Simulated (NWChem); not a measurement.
# BNH3Cl (SMILES NBCl): a first try and a second

Aim: the charge distribution of BNH3Cl at B97-D/6-31G* (Cartesian functions, COSMO chloroform).

The calculation is run with NWChem 7.3.0.

**1. The molecule**

The species is BNH3Cl (6 atoms), meant as a singlet with charge 0. SMILES: `NBCl`. Geometry: relaxed at PBE0-D4/def2-TZVP.

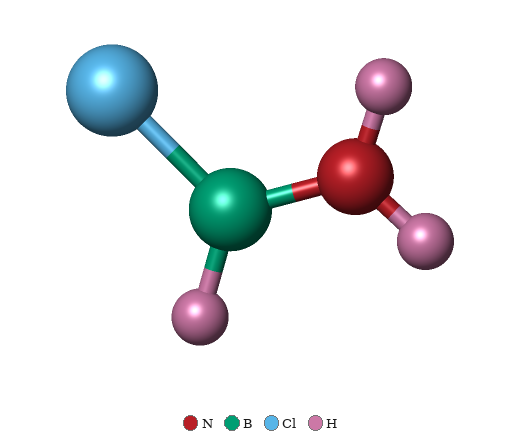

Viewed from a chosen angle; nitrogen red, boron teal, chlorine blue, hydrogen pink.

**2. Try one**

The input, mymol.nw:

```
echo
start mymol
title "BClH3N"
memory total 2200 mb

geometry units angstrom noautosym nocenter noautoz
 N       -0.395600      -0.007800      -0.658000
 B        0.369600      -0.158900       0.483700
 Cl       0.529900       1.189300       1.616000
 H       -0.195600      -0.007800      -0.658000
 H       -0.878600       0.844500      -0.888200
 H        0.928800      -1.181900       0.727100
end

basis
 N library 6-31G*
 B library 6-31G*
 Cl library 6-31G*
 H library 6-31G*
end

cosmo
 solvent chcl3
end

dft
 xc becke97-d
 grid medium
 convergence energy 1e-06
 direct
 iterations 100
 print low
end

property
 quadrupole
 esp
 mulliken
 dipole
end

task dft property
```

The run is started by

```bash
$ nwchem mymol.nw > mymol.out
```

Standard output:

```text
============================== echo of input deck ==============================
echo
start mymol
title "BClH3N"
memory total 2200 mb

geometry units angstrom noautosym nocenter noautoz
 N       -0.395600      -0.007800      -0.658000
 B        0.369600      -0.158900       0.483700
 Cl       0.529900       1.189300       1.616000
 H       -0.195600      -0.007800      -0.658000
 H       -0.878600       0.844500      -0.888200
 H        0.928800      -1.181900       0.727100
end

basis
 N library 6-31G*
 B library 6-31G*
 Cl library 6-31G*
 H library 6-31G*
end

cosmo
 solvent chcl3
end

dft
 xc becke97-d
 grid medium
 convergence energy 1e-06
 direct
 iterations 100
 print low
end

property
 quadrupole
 esp
 mulliken
 dipole
end

task dft property
================================================================================

[... 22 lines left out ...]
    hardfail = no
[... 40 lines left out ...]
            Nuclear Dipole moment (a.u.)
[... 49 lines left out ...]
  ************ WARNING ******************
[... 2 lines left out ...]
  ************ WARNING ******************
[... 4 lines left out ...]
 geom_input: geom_verify_coords failed                 911
[... 6 lines left out ...]
 There is an error related to the specified geometry
[... 2 lines left out ...]
0:geom_input: geom_verify_coords failed:Received an Error in Communication
  Errorcode: 911
```

It took 0.5 s on 1 thread of INTEL XEON PLATINUM 8581C at 2.30GHz (Emerald Rapids), shared host; peak memory 0.07 GiB.

**3. Reading the log**

The program broke off before the end.

The telling line is `There is an error related to the specified geometry`. Cause: two atoms lie on top of or far too near each other. As the program read them, the closest atoms are 0.20 Å apart, against 1.01 Å in the sound input.

**4. The mended input**

The input, mymol.nw:

```
echo
start mymol
title "BClH3N"
memory total 2200 mb
charge 0

geometry units bohr noautosym nocenter noautoz
   N  -0.74757565 -0.01473986 -1.24343979
   B   0.69844278 -0.30027748  0.91406053
   Cl  1.00136587  2.24745128  3.05379742
   H  -0.96716183 -1.41597179 -2.50691068
   H  -1.66031337  1.59587371 -1.67845474
   H   1.75517762 -2.23346731  1.37401987
end

basis
   * library 6-31G*
end

cosmo
   solvent chcl3
end

dft
   xc becke97-d
   grid medium
   convergence energy 1e-06
   direct
   print low
end

property
   quadrupole
   esp
   mulliken
   dipole
end

task dft property
```

The run is started by

```bash
$ nwchem mymol.nw > mymol.out
```

Standard output:

```text
[...]
 d= 0,ls=0.0,diis     1   -541.5951535172 -6.27D+02  1.56D-02  4.74D-01     0.8
[...]
 d= 0,ls=0.0,diis     7   -541.6466410956 -2.40D-08  1.43D-06  5.92D-09     9.0
         Total DFT energy =     -541.646641095554
      One electron energy =     -915.023473183448
           Coulomb energy =      328.214084054569
    Exchange-Corr. energy =      -40.379025505910
 Nuclear repulsion energy =       85.398153575896
    Dispersion correction =       -0.002720991039
[...]
   Dipole moment        3.5701887907 Debye(s)
             DMX       -1.5464882215 DMXEFC        0.0000000000
             DMY       -0.8906504267 DMYEFC        0.0000000000
             DMZ       -3.0921455334 DMZEFC        0.0000000000
   -EFC- dipole         0.0000000000 DEBYE(S)
   Total dipole         3.5701887907 DEBYE(S)
[...]
```

It took 9.6 s on 1 thread of INTEL XEON PLATINUM 8581C at 2.30GHz (Emerald Rapids), shared host; peak memory 0.12 GiB.

Atomic charges (e):

| atom | Mulliken |
| --- | --- |
| N1 | -0.674 |
| B2 | +0.182 |
| Cl3 | -0.223 |
| H4 | +0.362 |
| H5 | +0.359 |
| H6 | -0.005 |

**5. What came out**

At B97-D/6-31G* (Cartesian functions, COSMO chloroform):

```
                  quantity          value
              total energy  -541.64664 Eh
             dipole moment         3.57 D
         dispersion energy   -7.14 kJ/mol
solvent term in the energy   -14.9 kJ/mol
```

In words: Mulliken charges run from -0.67 on N1 to +0.36 on H4.
